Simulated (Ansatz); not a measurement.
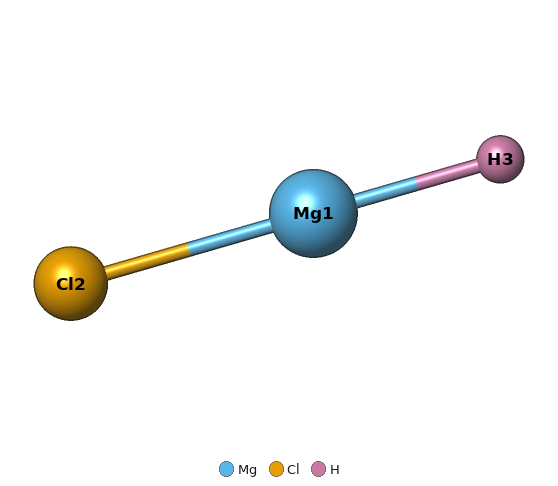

Numbered structure. Computed geometry: PBE0-D4/def2-TZVP optimisation.

**What is the geometry at Mg1?**

Mg1 has 2 neighbours (Cl2 at 2.19, H3 at 1.69 Å); the arrangement is linear.
